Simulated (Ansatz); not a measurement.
**Two runs on As5O6**

System: As5O6, charge +1, multiplicity 5.
Method of run 1: UKS PBE-D4/def2-SVP (Ansatz 0.2.0).

The geometry: PBE-D4/def2-SVP start. Text and figures count atoms from 1; the logs count them from 0 in places.

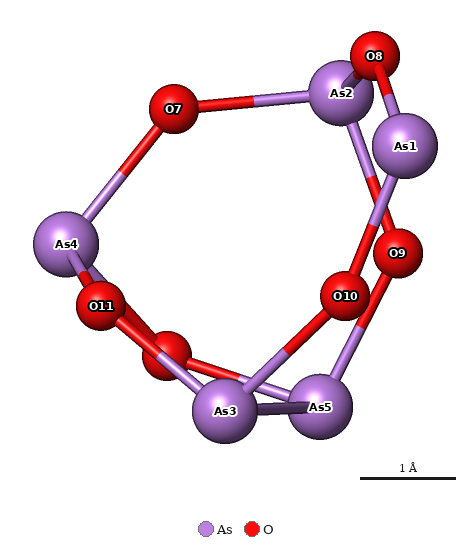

The input geometry (ball-and-stick view, seen at a tilt; atoms are numbered from 1 in the order of the input).

The input, run 1:
```yaml
crystal:
  periodic: [false, false, false]
  atoms:
    - {symbol: As, position_ang: [-1.954293, -1.236681, 1.631343]}
    - {symbol: As, position_ang: [-1.096897, 1.742172, 0.298059]}
    - {symbol: As, position_ang: [1.159334, -1.874344, 0.129164]}
    - {symbol: As, position_ang: [0.583523, 0.338957, -2.200885]}
    - {symbol: As, position_ang: [1.999972, 0.579512, 0.659599]}
    - {symbol: O, position_ang: [1.908488, 0.945339, -1.111691]}
    - {symbol: O, position_ang: [-0.831192, 1.133736, -1.354752]}
    - {symbol: O, position_ang: [-2.229780, 0.302973, 0.904685]}
    - {symbol: O, position_ang: [0.345358, 1.157417, 1.207510]}
    - {symbol: O, position_ang: [-0.355151, -1.766032, 1.265955]}
    - {symbol: O, position_ang: [0.470649, -1.323050, -1.429006]}
basis:
  gaussian: {orbitals: def2-SVP}
total_charge: 1
magnetization: {spin_polarized: true, initial_magnetization: 4}
hamiltonian: {xc: pbe, dispersion: d4}
scf: {lower_state_search: "off"}
output: {orbitals: {seedname: orbitals}}
relax: {f_tol: 0.03, max_steps: 70}
```

Launched with:
```bash
ansatz run in.yaml --threads 4 --pin off --events-out ev --progress --plain --max-ram 6963MiB
```

Hardware: 4 threads of Arm Neoverse V2, 23 GiB of memory available, shared host.

Output, shortened to warnings, some set-up lines, iterations and results (run 1):
```
[...]
mean field evaluation 1: about -316330.1149 eV, gradient 1.1e2 eV
mean field evaluation 2: about -315893.1634 eV, gradient 2.9e2 eV
mean field evaluation 4: about -316318.3742 eV, gradient 9.7e1 eV
mean field evaluation 8: about -316374.8717 eV, gradient 1.6e1 eV
mean field evaluation 16: about -316376.5256 eV, gradient 6.5e-2 eV
[... 19 lines ...]
relax step  16: F+E_penalty+E_count = -316379.05440721 eV  Δ(F+E_penalty+E_count) = -1.374e-2 eV  max|allowed force component| = 1.104e-1 eV/Å  Δτ_max = 0.0992 Å  (30 SCF …
mean field evaluation 160: about -316378.2437 eV, gradient 1.4e-1 eV
relax step  17: F+E_penalty+E_count = -316379.05724448 eV  Δ(F+E_penalty+E_count) = -2.837e-3 eV  max|allowed force component| = 8.154e-2 eV/Å  Δτ_max = 0.0375 Å  (25 SCF …
relax step  18: F+E_penalty+E_count = -316379.05852403 eV  Δ(F+E_penalty+E_count) = -1.280e-3 eV  max|allowed force component| = 5.295e-2 eV/Å  Δτ_max = 0.0173 Å  (26 SCF …
relax step  19: F+E_penalty+E_count = -316379.05938449 eV  Δ(F+E_penalty+E_count) = -8.605e-4 eV  max|allowed force component| = 2.776e-2 eV/Å  Δτ_max = 0.0252 Å  (25 SCF …
Total energy: -316379.05942892 eV, -11626.7159845840 hartree
Atom 0 at    -1.699312    -1.238118     1.722507 Å, force     0.003522     0.016050    -0.013174 eV/Å
Atom 1 at    -1.283064     1.674157     0.270777 Å, force    -0.018066     0.001844     0.003832 eV/Å
Atom 2 at     0.404288    -2.614336    -0.476310 Å, force    -0.003581    -0.000093     0.007374 eV/Å
Atom 3 at     0.775480     0.295097    -2.003599 Å, force    -0.004617    -0.006755    -0.023472 eV/Å
Atom 4 at     1.878982     1.060028     1.015023 Å, force    -0.015584     0.006288    -0.008885 eV/Å
Atom 5 at     1.989988     0.833532    -0.800810 Å, force     0.004753    -0.007730     0.027756 eV/Å
Atom 6 at    -0.769208     0.495941    -1.026228 Å, force    -0.004469     0.001524     0.004549 eV/Å
Atom 7 at    -2.183588     0.460991     1.209050 Å, force     0.009982    -0.019688     0.001560 eV/Å
Atom 8 at     0.251400     1.902308     1.162354 Å, force     0.025082    -0.000039     0.003035 eV/Å
Atom 9 at    -0.106663    -1.386766     0.806076 Å, force    -0.001552     0.003930     0.004927 eV/Å
Atom 10 at     0.741708    -1.482837    -1.878859 Å, force     0.004530     0.004670    -0.007501 eV/Å
Dipole moment:    -0.053556    -0.150722     0.039740 e Å
Checks for a lower state left out: stability, starts, cluster_reference, orbital_swaps, neighbouring_geometries, increment
```

Run 2 used a changed input.

The two runs side by side:

```tsv
quantity	run 1	run 2
outcome	converged	converged
total energy (hartree)	−11626.715985	−11626.820464
HOMO (eV)	−8.78	−8.86
LUMO (eV)	−10.73	−9.58
⟨S²⟩	6.007	2.004
largest force (eV/Å)	0.029	0.013
basis functions	244	244
wall time (shared host)	2.6 min	2.1 min
```

What was changed in the input?

The change (lines with − go, lines with + come):
```diff
-magnetization: {spin_polarized: true, initial_magnetization: 4}
+magnetization: {spin_polarized: true, initial_magnetization: 2}
```

With the same method and basis, run 2 lies 65.6 kcal/mol lower. The HOMO goes from −8.78 to −8.86 eV. The LUMO goes from −10.73 to −9.58 eV.

Output, shortened to warnings, some set-up lines, iterations and results (run 2):
```
[...]
mean field evaluation 1: about -316332.3612 eV, gradient 1.1e2 eV
mean field evaluation 2: about -315795.4501 eV, gradient 3.1e2 eV
mean field evaluation 4: about -316358.9001 eV, gradient 6.0e1 eV
mean field evaluation 8: about -316379.9714 eV, gradient 7.2e0 eV
mean field evaluation 16: about -316380.1547 eV, gradient 7.3e-2 eV
[... 15 lines ...]
relax step  13: F+E_penalty+E_count = -316381.89782942 eV  Δ(F+E_penalty+E_count) = -9.415e-3 eV  max|allowed force component| = 2.478e-1 eV/Å  Δτ_max = 0.0961 Å  (24 SCF …
mean field evaluation 128: about -316381.2512 eV, gradient 1.5e0 eV
relax step  14: F+E_penalty+E_count = -316381.89925545 eV  Δ(F+E_penalty+E_count) = -1.426e-3 eV  max|allowed force component| = 1.347e-1 eV/Å  Δτ_max = 0.0293 Å  (23 SCF …
relax step  15: F+E_penalty+E_count = -316381.90159505 eV  Δ(F+E_penalty+E_count) = -2.340e-3 eV  max|allowed force component| = 7.227e-2 eV/Å  Δτ_max = 0.0483 Å  (23 SCF …
relax step  16: F+E_penalty+E_count = -316381.90241171 eV  Δ(F+E_penalty+E_count) = -8.167e-4 eV  max|allowed force component| = 1.228e-2 eV/Å  Δτ_max = 0.0089 Å  (23 SCF …
Total energy: -316381.90245580 eV, -11626.8204638948 hartree
Atom 0 at    -2.138591    -1.359924     0.967393 Å, force    -0.008934     0.003150     0.000070 eV/Å
Atom 1 at    -1.139132     1.755272     0.407983 Å, force    -0.012285    -0.001812     0.004038 eV/Å
Atom 2 at     1.101112    -1.873744     0.269617 Å, force    -0.001614    -0.004628     0.011761 eV/Å
Atom 3 at     0.470651     0.240585    -2.149911 Å, force     0.000690    -0.000146    -0.010349 eV/Å
Atom 4 at     2.054820     0.744881     0.582036 Å, force     0.005711     0.000333     0.003196 eV/Å
Atom 5 at     1.891801     0.932787    -1.186538 Å, force     0.000348     0.001186     0.001355 eV/Å
Atom 6 at    -0.879688     0.956312    -1.212754 Å, force    -0.001222     0.000692    -0.000914 eV/Å
Atom 7 at    -2.049225     0.436024     1.203877 Å, force     0.005607     0.002822    -0.002288 eV/Å
Atom 8 at     0.523168     1.365921     1.191592 Å, force     0.002709    -0.000641     0.002170 eV/Å
Atom 9 at    -0.338671    -1.768625     1.275750 Å, force     0.011033    -0.001022    -0.001299 eV/Å
Atom 10 at     0.503767    -1.429490    -1.349066 Å, force    -0.002044     0.000065    -0.007740 eV/Å
Dipole moment:     0.292270    -0.091006    -0.095064 e Å
Checks for a lower state left out: stability, starts, cluster_reference, orbital_swaps, neighbouring_geometries, increment
```
